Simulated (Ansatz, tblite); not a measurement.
# The cluster WSe2+: spin states and exact exchange

Aim: set other spin states of the cluster WSe2+ against its doublet, on many levels of theory.

The runs use Ansatz 0.2.0, Gaussian basis; as each input shows.

Levels to be run: quartet, relaxed (GFN1-xTB, GFN2-xTB, PBE0-D4/def2-TZVP, PBE-D4/def2-TZVP, r2SCAN-D4/def2-TZVP, r2SCAN0-D4/def2-TZVP, B3LYP-D4/def2-TZVP, ωB97X-V/def2-TZVP, BLYP-D4/def2-TZVP, B97M-V/def2-TZVP, CCSD(T)/def2-TZVP, RPA/def2-TZVP); the doublet's energies come from earlier runs.

## (1) The relaxed structure

The doublet was relaxed beforehand with PBE0-D4/def2-TZVP. At that level it is the lowest of the isomers that a small search found.

3 atoms, charge 1, spin multiplicity 2.

Atoms are counted from 1 here; the program's logs count them from 0.

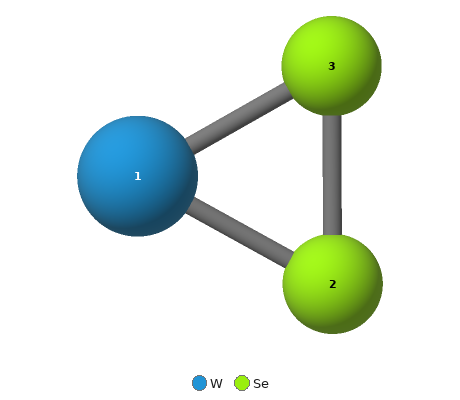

The geometry (tungsten blue, selenium green); atoms are numbered from 1 in the order of the file.

Coordinates:

```xyz
3
charge 1, multiplicity 2
W     1.37101   -0.13007    0.01288
Se   -0.68447   -0.03806   -1.15822
Se   -0.68654    0.16815    1.14535
```

W takes a core potential in the def2 sets. No spin-orbit coupling is included. The ion is computed in the gas phase, without counter-ions or solvent.

## (2) Relaxing the quartet

Contents of in.yaml:

```yaml
crystal:
  periodic: [false, false, false]
  atoms:
    - {symbol: W, position_ang: [1.371011, -0.130075, 0.012879]}
    - {symbol: Se, position_ang: [-0.684466, -0.038064, -1.158222]}
    - {symbol: Se, position_ang: [-0.686545, 0.168148, 1.145353]}
basis:
  gaussian: {orbitals: def2-TZVP}
total_charge: 1
magnetization: {spin_polarized: true, initial_magnetization: 3}
hamiltonian: {xc: pbe0, dispersion: d4}
scf: {lower_state_search: "off"}
output: {orbitals: {seedname: orbitals}}
relax: {f_tol: 0.02, max_steps: 100}
```

Launch:

```
$ ansatz run in.yaml --threads 4 --pin off --events-out ev --progress --plain --max-ram 3916MiB
```

Standard output, shortened:

```text
Functional definition: PBE0
  name "PBE0"
  cite "Adamo & Barone, J. Chem. Phys. 110, 6158 (1999) doi:10.1063/1.478522"
  cite "Perdew, Burke & Ernzerhof, Phys. Rev. Lett. 77, 3865 (1996) doi:10.1103/PhysRevLett.77.3865"
  parent pbe
[...]
1097 factors; integrals over basis functions are off by at most 1.8e-4 eV
[...]
mean field -132501.25730902 eV, -4869.3313935284 hartree, gradient 1.8e-6 eV, S^2 4.175668; 0 other end points of the search recorded, 0 dependent functions left out
[...]
reference -132501.25733720 eV, -4869.3313945642 hartree; 42, 39 occupied and 94, 97 virtual orbitals, 1097 factors
relax step   1: F+E_penalty+E_count = -132501.36128065 eV  Δ(F+E_penalty+E_count) = +0.000e0 eV  max|allowed force component| = 1.178e0 eV/Å  Δτ_max = 0.0000 Å  (23 SCF iters, accepted)
[...]
relax step   3: F+E_penalty+E_count = -132501.40127024 eV  Δ(F+E_penalty+E_count) = -1.149e-3 eV  max|allowed force component| = 5.144e-2 eV/Å  Δτ_max = 0.0056 Å  (31 SCF iters, accepted)
[...]
relax step   4: F+E_penalty+E_count = -132501.40135131 eV  Δ(F+E_penalty+E_count) = -8.107e-5 eV  max|allowed force component| = 1.553e-4 eV/Å  Δτ_max = 0.0016 Å  (31 SCF iters, accepted)
Total energy: -132501.40137979 eV, -4869.3366880317 hartree
Atom 0 at     1.417390    -0.134475     0.013317 Å, force     0.000155    -0.000015     0.000003 eV/Å
Atom 1 at    -0.707671    -0.034601    -1.144337 Å, force    -0.000079     0.000013     0.000057 eV/Å
Atom 2 at    -0.709719     0.169085     1.131029 Å, force    -0.000077     0.000002    -0.000059 eV/Å
Dipole moment:     0.619532    -0.058779     0.005819 e Å
Checks for a lower state left out: stability, starts, cluster_reference, orbital_swaps, neighbouring_geometries, increment
```

Run time: 9.5 s. Hardware: 4 threads of Intel Xeon Platinum 8488C, shared host.

Step by step:

| step | energy from step 1 (eV) | largest force component (eV/Å) |
| --- | --- | --- |
| 1 | 0.0000 | 1.1781 |
| 2 | -0.0388 | 0.1733 |
| 3 | -0.0400 | 0.0514 |
| 4 | -0.0401 | 0.0002 |

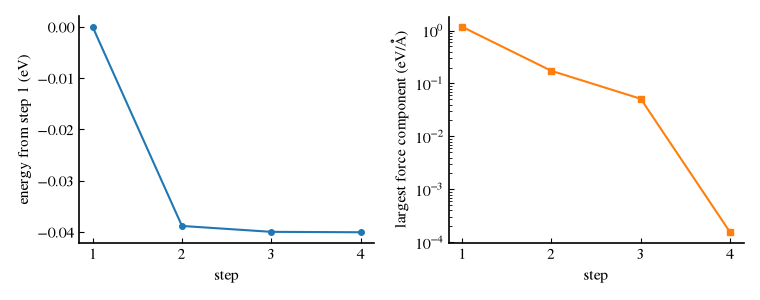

Energy and largest force along the relaxation.

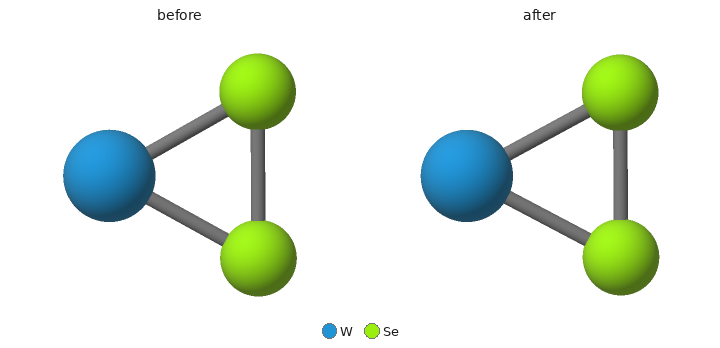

The geometry before (left) and after (right).

Close pairs (by a distance rule), those that changed most:

| bond | before (Å) | after (Å) | change (Å) |
| --- | --- | --- | --- |
| W1–Se2 | 2.367 | 2.422 | +0.055 |
| W1–Se3 | 2.367 | 2.422 | +0.055 |
| Se2–Se3 | 2.313 | 2.284 | -0.028 |

## (3) Quartet, first pass, PBE0-D4/def2-SVP

start.molden holds the orbitals of an earlier run on this state, given as this run's starting guess.

Contents of in.yaml:

```yaml
crystal:
  periodic: [false, false, false]
  atoms:
    - {symbol: W, position_ang: [1.417390, -0.134475, 0.013317]}
    - {symbol: Se, position_ang: [-0.707671, -0.034601, -1.144337]}
    - {symbol: Se, position_ang: [-0.709719, 0.169085, 1.131029]}
basis:
  gaussian: {orbitals: def2-SVP, initial_orbitals: start.molden}
total_charge: 1
magnetization: {spin_polarized: true, initial_magnetization: 3}
hamiltonian: {xc: pbe0, dispersion: d4}
output: {orbitals: {seedname: orbitals}}
```

The command is unchanged.

Standard output, shortened:

```text
Functional definition: PBE0
  name "PBE0"
  cite "Adamo & Barone, J. Chem. Phys. 110, 6158 (1999) doi:10.1063/1.478522"
  cite "Perdew, Burke & Ernzerhof, Phys. Rev. Lett. 77, 3865 (1996) doi:10.1103/PhysRevLett.77.3865"
  parent pbe
[...]
931 factors; integrals over basis functions are off by at most 7.2e-4 eV
[...]
mean field -132484.85785532 eV, -4868.7287247210 hartree, gradient 2.2e-5 eV, S^2 4.286542; 10 other end points of the search recorded, 0 dependent functions left out
reference -132484.85788659 eV, -4868.7287258703 hartree; 42, 39 occupied and 54, 57 virtual orbitals, 931 factors
Total energy: -132484.96185038 eV, -4868.7325464688 hartree
```

Run time: 9 s. Hardware: 4 threads of Intel Xeon Platinum 8488C, shared host.

From the report: HOMO -11.48 eV, LUMO -8.89 eV (over both spins); ⟨S²⟩ 4.287 (pure: 3.75). Doubts: spin contamination.

## (4) Quartet, GFN1-xTB

Tight binding, by tblite at 300 K electronic temperature and without a spin-polarisation term:

```python
tblite.interface.Calculator('GFN1-xTB', numbers, positions, charge=1, uhf=3).singlepoint()
```

Energy -227.9185 eV; 0.003 s.

## (5) Quartet, GFN2-xTB

Tight binding, by tblite at 300 K electronic temperature and without a spin-polarisation term:

```python
tblite.interface.Calculator('GFN2-xTB', numbers, positions, charge=1, uhf=3).singlepoint()
```

Energy -225.1137 eV; 0.005 s.

## (6) Quartet, PBE0-D4/def2-TZVP

Changes to in.yaml since step 3:

```diff
@@ -7,3 +7,3 @@
 basis:
-  gaussian: {orbitals: def2-SVP, initial_orbitals: start.molden}
+  gaussian: {orbitals: def2-TZVP, initial_orbitals: start.molden}
 total_charge: 1
@@ -11,2 +11,3 @@
 hamiltonian: {xc: pbe0, dispersion: d4}
+scf: {omitted_lower_state_checks: [starts]}
 output: {orbitals: {seedname: orbitals}}
```

Launched as before.

Standard output, shortened:

```text
Functional definition: PBE0
  name "PBE0"
  cite "Adamo & Barone, J. Chem. Phys. 110, 6158 (1999) doi:10.1063/1.478522"
  cite "Perdew, Burke & Ernzerhof, Phys. Rev. Lett. 77, 3865 (1996) doi:10.1103/PhysRevLett.77.3865"
  parent pbe
[...]
1028 factors; integrals over basis functions are off by at most 7.1e-4 eV
[...]
mean field -132501.29738047 eV, -4869.3328661273 hartree, gradient 2.7e-5 eV, S^2 4.300413; 0 other end points of the search recorded, 0 dependent functions left out
reference -132501.29740896 eV, -4869.3328671741 hartree; 42, 39 occupied and 94, 97 virtual orbitals, 1028 factors
Total energy: -132501.40137274 eV, -4869.3366877727 hartree
Checks for a lower state left out: starts
```

Run time: 2.6 s. Hardware: 4 threads of Intel Xeon Platinum 8488C, shared host.

From the report: HOMO -11.42 eV, LUMO -8.79 eV (over both spins); ⟨S²⟩ 4.300 (pure: 3.75). Doubts: spin contamination.

## (7) Quartet, PBE-D4/def2-TZVP

Changes to in.yaml since step 6:

```diff
@@ -10,3 +10,3 @@
 magnetization: {spin_polarized: true, initial_magnetization: 3}
-hamiltonian: {xc: pbe0, dispersion: d4}
+hamiltonian: {xc: pbe, dispersion: d4}
 scf: {omitted_lower_state_checks: [starts]}
```

The command is unchanged.

Standard output:

```text
Functional definition: PBE
  name "PBE"
  cite "Perdew, Burke & Ernzerhof, Phys. Rev. Lett. 77, 3865 (1996) doi:10.1103/PhysRevLett.77.3865"
  parent pbe
  parameter kappa = 0.804
  parameter beta = 0.06672455060314922
  exchange = pbe_x(kappa = kappa, mu = beta*pi^2/3)
  correlation = pbe_c(beta = beta)
these checks for a lower state are left out or cut short: starts
1098 factors; their error is unknown
mean field evaluation 1: about -132498.5509 eV, gradient 8.3e0 eV
mean field evaluation 2: about -132498.7021 eV, gradient 3.6e-1 eV
mean field evaluation 4: about -132498.6504 eV, gradient 1.3e-1 eV
mean field evaluation 8: about -132498.6505 eV, gradient 2.2e-5 eV
mean field -132498.65048701 eV, -4869.2355945868 hartree, gradient 2.2e-5 eV, S^2 4.076925; 0 other end points of the search recorded, 0 dependent functions left out
reference -132498.65052489 eV, -4869.2355959786 hartree; 42, 39 occupied and 94, 97 virtual orbitals, 1098 factors
Total energy: -132498.77388345 eV, -4869.2401293220 hartree
Checks for a lower state left out: starts
```

Wall time 1.4 s (4 threads of Intel Xeon Platinum 8488C, shared host).

HOMO -10.26 eV, LUMO -9.49 eV (over both spins); ⟨S²⟩ 4.077 (pure: 3.75). Doubts: spin contamination.

## (8) Quartet, r2SCAN-D4/def2-TZVP

Changes to in.yaml since step 7:

```diff
@@ -10,3 +10,3 @@
 magnetization: {spin_polarized: true, initial_magnetization: 3}
-hamiltonian: {xc: pbe, dispersion: d4}
+hamiltonian: {xc: r2scan, dispersion: d4}
 scf: {omitted_lower_state_checks: [starts]}
```

The command is unchanged.

Standard output:

```text
Functional definition: r2SCAN
  name "r2SCAN"
  cite "Furness, Kaplan, Ning, Perdew & Sun, J. Phys. Chem. Lett. 11, 8208 (2020) doi:10.1021/acs.jpclett.0c02405"
  cite "Furness, Kaplan, Ning, Perdew & Sun, J. Phys. Chem. Lett. 11, 9248 (2020) doi:10.1021/acs.jpclett.0c03077"
  parent r2scan
  parameter k0 = 0.174
  parameter k1 = 0.065
  parameter a1 = 4.9479
  exchange = r2scan_x(k0 = k0, k1 = k1, a1 = a1)
  correlation = r2scan_c
these checks for a lower state are left out or cut short: starts
1098 factors; their error is unknown
mean field evaluation 1: about -132517.5112 eV, gradient 6.2e0 eV
mean field evaluation 2: about -132517.5714 eV, gradient 1.1e-1 eV
mean field evaluation 4: about -132517.5122 eV, gradient 3.0e-3 eV
mean field evaluation 8: about -132517.5122 eV, gradient 3.5e-5 eV
mean field -132517.51217744 eV, -4869.9287489250 hartree, gradient 3.5e-5 eV, S^2 4.270765; 0 other end points of the search recorded, 0 dependent functions left out
reference -132517.51219184 eV, -4869.9287494541 hartree; 42, 39 occupied and 94, 97 virtual orbitals, 1098 factors
Total energy: -132517.53296726 eV, -4869.9295129367 hartree
Checks for a lower state left out: starts
```

Run time: 3.2 s. Hardware: 4 threads of Intel Xeon Platinum 8488C, shared host.

HOMO -10.61 eV, LUMO -9.51 eV (over both spins); ⟨S²⟩ 4.271 (pure: 3.75). Doubts: spin contamination.

## (9) Quartet, r2SCAN0-D4/def2-TZVP

Changes to in.yaml since step 8:

```diff
@@ -10,3 +10,3 @@
 magnetization: {spin_polarized: true, initial_magnetization: 3}
-hamiltonian: {xc: r2scan, dispersion: d4}
+hamiltonian: {xc: {name: r2SCAN0}, dispersion: d4}
 scf: {omitted_lower_state_checks: [starts]}
```

Launched as before.

Standard output, shortened:

```text
Functional definition: r2SCAN0
  name "r2SCAN0"
  cite "Bursch, Neugebauer, Ehlert & Grimme, J. Chem. Phys. 156, 134105 (2022) doi:10.1063/5.0086040"
  cite "Furness, Kaplan, Ning, Perdew & Sun, J. Phys. Chem. Lett. 11, 8208 (2020) doi:10.1021/acs.jpclett.0c02405"
  cite "Furness, Kaplan, Ning, Perdew & Sun, J. Phys. Chem. Lett. 11, 9248 (2020) doi:10.1021/acs.jpclett.0c03077"
  parent r2scan
[...]
1028 factors; integrals over basis functions are off by at most 7.1e-4 eV
[...]
mean field -132515.50578522 eV, -4869.8550153708 hartree, gradient 2.7e-5 eV, S^2 4.424584; 0 other end points of the search recorded, 0 dependent functions left out
reference -132515.50579649 eV, -4869.8550157853 hartree; 42, 39 occupied and 94, 97 virtual orbitals, 1028 factors
Total energy: -132515.53427332 eV, -4869.8560622894 hartree
Checks for a lower state left out: starts
```

Run time: 4.1 s. Hardware: 4 threads of Intel Xeon Platinum 8488C, shared host.

From the report: HOMO -11.62 eV, LUMO -8.78 eV (over both spins); ⟨S²⟩ 4.425 (pure: 3.75). Doubts: spin contamination.

(Part 1 of 2 ends here.)
